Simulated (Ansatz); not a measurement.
## SiNH₅OF: geometry relaxation (part 2 of 2)

The same run, continued: SiNH₅OF, multiplicity 2; UKS PBE0/def2-SVP (Ansatz 0.2.0). The input holds or restrains some coordinates. It belongs to a series of runs on one base structure; here: pulled along the bonds that form and break, towards end A.

Geometry of the input (Å):
```
Si 0.0000  0.0000  0.0000
H  0.0000  0.0000  1.7100
N  1.7163  0.0000  -0.6061
H  2.2145  -0.9180  -0.7868
H  2.2175  0.9180  -0.7783
H  -0.6877  1.1914  -0.4862
F  -0.7489  -1.2974  -0.5295
O  0.0000  0.0000  3.0200
H  -0.5144  -0.8011  3.3571
```

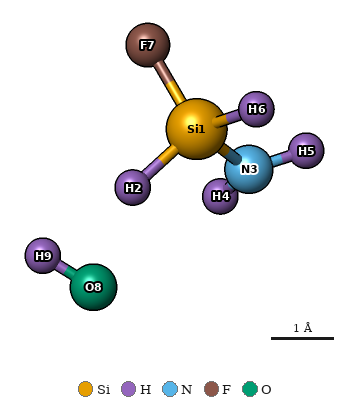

Figure 1. The geometry at step 9 of the log (ball-and-stick view, seen at a tilt; atoms are numbered from 1 in the order of the input).

### The program's output, continued
```
relax step  18: F+E_penalty+E_count = -14195.32159803 eV  Δ(F+E_penalty+E_count) = -2.169e-3 eV  max|allowed force component| = 3.344e-1 eV/Å  E_restraint = 0.00273248 eV  max|allowed force component, restraints' pulls added| = 9.508e-2 eV/Å  Δτ_max = 0.0514 Å  (93 SCF iters, accepted)
  distance H 1 - O 7 = 2.2114 Å
  distance Si 0 - H 1 = 1.4734 Å
885 factors; integrals over basis functions are off by at most 6.2e-4 eV
mean field evaluation 288: about -14195.3216 eV, gradient 6.8e-6 eV
mean field -14195.32159803 eV, -521.6684467932 hartree, gradient 5.5e-7 eV, S^2 0.752393; 3 other end points of the search recorded, 0 dependent functions left out
the calculation of the forces begins
reference -14195.32162119 eV, -521.6684476440 hartree; 22, 21 occupied and 63, 64 virtual orbitals, 885 factors
Total energy: -14195.32162119 eV, -521.6684476440 hartree
Atom 0 at     0.171637    -0.149877     0.114695 Å, force    -0.068217     0.235312    -0.271311 eV/Å
Atom 1 at     0.373654    -0.917811     1.355843 Å, force     0.043438    -0.175586     0.334380 eV/Å
Atom 2 at     1.704033     0.091623    -0.593187 Å, force     0.027543    -0.001086    -0.039912 eV/Å
Atom 3 at     2.420083    -0.625435    -0.580273 Å, force    -0.022096     0.017736    -0.004268 eV/Å
Atom 4 at     1.851901     0.759654    -1.341301 Å, force    -0.008174    -0.022494     0.035513 eV/Å
Atom 5 at    -0.499923     1.164231     0.267148 Å, force     0.015572    -0.020111     0.002956 eV/Å
Atom 6 at    -0.853747    -1.059537    -0.775222 Å, force     0.008666    -0.013398    -0.002529 eV/Å
Atom 7 at    -0.099297     0.213082     3.196396 Å, force    -0.016825    -0.045707    -0.060428 eV/Å
Atom 8 at    -0.871040    -0.383030     3.256101 Å, force     0.020093     0.025336     0.005599 eV/Å
Dipole moment:     0.158071    -0.054878    -0.052668 e Å
```

### Trajectory as extended XYZ (Å, eV, eV/Å), 11 of the 18 frames kept, from step=1 to step=18
```
9
Properties=species:S:1:pos:R:3:forces:R:3 step=1 energy=-14195.01179
Si    0.0000    0.0000    0.0000    3.3733   0.6898   0.0857
H     0.0000    0.0000    1.7100   -0.2759  -0.3851   1.5134
N     1.7163    0.0000   -0.6061   -1.2825  -0.0753   0.1164
H     2.2145   -0.9180   -0.7868   -0.5704   1.9213   0.3348
H     2.2175    0.9180   -0.7783   -0.6317  -1.9273   0.2468
H    -0.6877    1.1914   -0.4862   -0.2786   0.5476  -0.2036
F    -0.7489   -1.2974   -0.5295   -0.5129  -1.0766  -0.3744
O     0.0000    0.0000    3.0200   -0.6274  -0.9580  -0.6385
H    -0.5144   -0.8011    3.3571    0.8062   1.2635  -1.0804
9
Properties=species:S:1:pos:R:3:forces:R:3 step=3 energy=-14195.02193
Si    0.0513    0.0114   -0.0447    1.0588   0.2579  -1.4241
H    -0.0042   -0.0089    1.3628   -0.2048  -0.1810   2.0109
N     1.6897   -0.0024   -0.6161   -0.6536   0.0081  -0.1180
H     2.2032   -0.8717   -0.7755   -0.0535   0.5562   0.1123
H     2.2024    0.8687   -0.7744   -0.1223  -0.6070  -0.0474
H    -0.6872    1.2053   -0.4931   -0.0114   0.2901  -0.2661
F    -0.7422   -1.3083   -0.5332   -0.0079  -0.3196  -0.2177
O     0.0091    0.0158    3.4028   -0.3623  -0.5650  -0.0749
H    -0.5248   -0.8170    3.3716    0.3570   0.5604   0.0250
9
Properties=species:S:1:pos:R:3:forces:R:3 step=4 energy=-14195.13979
Si    0.0653    0.0138   -0.0682    0.1806   0.2584  -0.4990
H    -0.0313   -0.0529    1.3921   -0.1165  -0.0853   0.6338
N     1.6719    0.0015   -0.6610   -0.3852  -0.0813  -0.0550
H     2.2092   -0.8509   -0.7678    0.0973   0.1478   0.0804
H     2.1846    0.8558   -0.8350    0.0735  -0.0951  -0.0988
H    -0.6500    1.2290   -0.5603    0.1231  -0.0098   0.0377
F    -0.7187   -1.3047   -0.5984    0.0382  -0.1171  -0.0586
O    -0.0025    0.0075    3.5992   -0.3788  -0.5898  -0.2215
H    -0.5312   -0.8062    3.3996    0.3678   0.5723   0.1810
9
Properties=species:S:1:pos:R:3:forces:R:3 step=6 energy=-14195.21656
Si    0.0656   -0.0030   -0.0870   -0.0665   0.1336  -0.4959
H    -0.0713   -0.1908    1.3710    0.0289  -0.0855   0.3634
N     1.6596   -0.0035   -0.6948    0.1575  -0.1498   0.1076
H     2.3179   -0.7645   -0.5488   -0.0896   0.1963   0.0049
H     2.0997    0.8331   -1.0609   -0.0817  -0.1073  -0.0212
H    -0.5504    1.2812   -0.5263    0.0168  -0.0307   0.0603
F    -0.7787   -1.2475   -0.7172    0.0379   0.0491   0.0376
O     0.0127   -0.0118    3.5740    0.0793   0.0989  -0.0576
H    -0.5579   -0.8003    3.5902   -0.0825  -0.1045   0.0012
9
Properties=species:S:1:pos:R:3:forces:R:3 step=8 energy=-14195.24717
Si    0.0592   -0.0177   -0.0786   -0.0337  -0.1016  -0.4368
H    -0.0609   -0.3413    1.3521    0.0112  -0.0905   0.3872
N     1.6744    0.0033   -0.6141    0.2089   0.2948  -0.1080
H     2.3865   -0.6907   -0.4115   -0.1331   0.1108  -0.0102
H     2.0061    0.7563   -1.2149   -0.0475  -0.3152   0.1391
H    -0.5267    1.3042   -0.4259   -0.0125  -0.0306   0.0085
F    -0.8177   -1.1827   -0.8187    0.0154   0.1386   0.0598
O     0.0376    0.0231    3.5377   -0.3359  -0.4500  -0.0290
H    -0.5611   -0.7616    3.5741    0.3272   0.4437  -0.0106
9
Properties=species:S:1:pos:R:3:forces:R:3 step=9 energy=-14195.27971
Si    0.0827   -0.0210   -0.0444   -0.0297   0.2556  -0.2035
H     0.0773   -0.4700    1.3582    0.0010  -0.1117   0.3396
N     1.6942    0.0765   -0.5755    0.3720   0.1245  -0.2746
H     2.3753   -0.6504   -0.3840   -0.0641   0.0302   0.0549
H     1.9808    0.6387   -1.3748   -0.1554  -0.1145   0.1874
H    -0.5657    1.3053   -0.2567    0.0299  -0.1287   0.0036
F    -0.8006   -1.1283   -0.8471   -0.1404  -0.0522  -0.0667
O    -0.0203    0.0528    3.5002    0.0321   0.0284  -0.0534
H    -0.6263   -0.7107    3.5243   -0.0454  -0.0317   0.0126
9
Properties=species:S:1:pos:R:3:forces:R:3 step=11 energy=-14195.29853 accepted=F
Si    0.1322   -0.0683    0.0078   -0.0781   0.1593  -0.1951
H     0.2548   -0.6735    1.3550   -0.0042  -0.0593   0.1729
N     1.7121    0.0938   -0.6161    0.0341   0.0431  -0.1304
H     2.4187   -0.6117   -0.4420   -0.0072   0.0217  -0.0188
H     1.9242    0.6441   -1.4446   -0.0622  -0.0926   0.1564
H    -0.5444    1.2595   -0.0336    0.0524  -0.1141   0.0324
F    -0.8378   -1.0762   -0.8404    0.0673   0.0440   0.0533
O    -0.0789    0.1035    3.4236   -0.2199  -0.2274  -0.0409
H    -0.7837   -0.5782    3.4904    0.2177   0.2254  -0.0298
9
Properties=species:S:1:pos:R:3:forces:R:3 step=13 energy=-14195.29765
Si    0.1328   -0.0736    0.0125   -0.0255   0.1189  -0.3349
H     0.2361   -0.6570    1.3600    0.0395  -0.1488   0.3512
N     1.7097    0.0819   -0.6202   -0.1058  -0.0615   0.1433
H     2.4257   -0.6161   -0.4608    0.0056   0.0031  -0.0191
H     1.9167    0.6723   -1.4129    0.0390   0.0575  -0.1062
H    -0.5391    1.2494   -0.0393    0.0102  -0.0021   0.0083
F    -0.8344   -1.0931   -0.8230    0.0407   0.0331   0.0248
O    -0.0408    0.0718    3.4233   -0.3123  -0.2584  -0.0474
H    -0.8093   -0.5427    3.4605    0.3087   0.2583  -0.0200
9
Properties=species:S:1:pos:R:3:forces:R:3 step=15 energy=-14195.31124
Si    0.1546   -0.1118    0.0589   -0.0245   0.0405  -0.1487
H     0.3296   -0.8049    1.3481    0.0214  -0.1616   0.3271
N     1.7102    0.0901   -0.6099   -0.0916   0.0357  -0.0090
H     2.4266   -0.6192   -0.5191    0.0132  -0.0224  -0.0035
H     1.8848    0.7094   -1.3906    0.0266   0.0288  -0.0440
H    -0.5286    1.1996    0.1500    0.0080   0.0432  -0.0365
F    -0.8480   -1.0721   -0.8045    0.0440   0.0431  -0.0095
O    -0.0783    0.1478    3.3131   -0.0369  -0.0435  -0.0684
H    -0.8535   -0.4461    3.3542    0.0399   0.0361  -0.0074
9
Properties=species:S:1:pos:R:3:forces:R:3 step=16 energy=-14195.31943
Si    0.1678   -0.1423    0.0950   -0.0720   0.2242  -0.1943
H     0.3644   -0.8889    1.3518    0.0204  -0.1613   0.3050
N     1.7061    0.0925   -0.5998    0.0812   0.0303  -0.1193
H     2.4248   -0.6222   -0.5664   -0.0455   0.0399  -0.0064
H     1.8606    0.7485   -1.3593   -0.0169  -0.0702   0.0881
H    -0.5061    1.1741    0.2269    0.0174  -0.0311   0.0043
F    -0.8507   -1.0633   -0.7902    0.0085  -0.0185  -0.0102
O    -0.0911    0.1845    3.2357   -0.0324  -0.0440  -0.0578
H    -0.8786   -0.3900    3.3065    0.0394   0.0306  -0.0094
9
Properties=species:S:1:pos:R:3:forces:R:3 step=18 energy=-14195.32160
Si    0.1716   -0.1499    0.1147   -0.0682   0.2353  -0.2713
H     0.3737   -0.9178    1.3558    0.0434  -0.1756   0.3344
N     1.7040    0.0916   -0.5932    0.0275  -0.0011  -0.0399
H     2.4201   -0.6254   -0.5803   -0.0221   0.0177  -0.0043
H     1.8519    0.7597   -1.3413   -0.0082  -0.0225   0.0355
H    -0.4999    1.1642    0.2671    0.0156  -0.0201   0.0030
F    -0.8537   -1.0595   -0.7752    0.0087  -0.0134  -0.0025
O    -0.0993    0.2131    3.1964   -0.0168  -0.0457  -0.0604
H    -0.8710   -0.3830    3.2561    0.0201   0.0253   0.0056
```

### Key numbers

```tsv
quantity	value
outcome	converged under the restraints of the input
total energy	−14195.3216 eV
mean-field energy	−14195.3216 eV
⟨S²⟩	0.752
largest force (length of the vector) at the end, held atoms and coordinates included	0.380 eV/Å
hardware	2 threads of Arm Neoverse V2, 24 GiB of memory available, shared host
wall time	96 s (CPU time 3.1 min)
peak memory	0.23 GiB
```
